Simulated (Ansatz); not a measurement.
CsCl-type RuAl, treated with PBE (Ansatz, a first-principles code, plane waves, PAW).

Settings: plane-wave cutoff 520 eV, 18×18×18 k mesh, Fermi–Dirac smearing 0.05 eV, no spin polarisation, scalar-relativistic PAW data made under PBE.

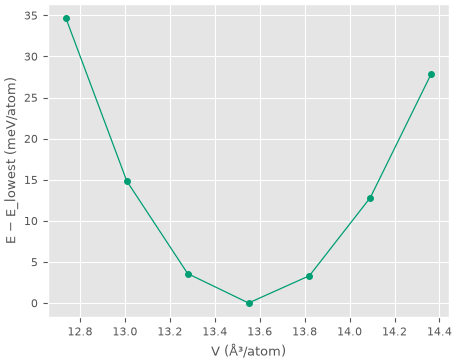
Fig. 1. Total energy against volume

From the curve, estimate the equilibrium volume and the bulk modulus.

V0 ≈ 13.6 Å³/atom and B0 ≈ 200 GPa; the fit gives V0 = 13.550 Å³/atom, B0 = 203 GPa, B′ = 4.4.

The computed numbers hold no vibrational or temperature effects.

The result took roughly 50 core-seconds.
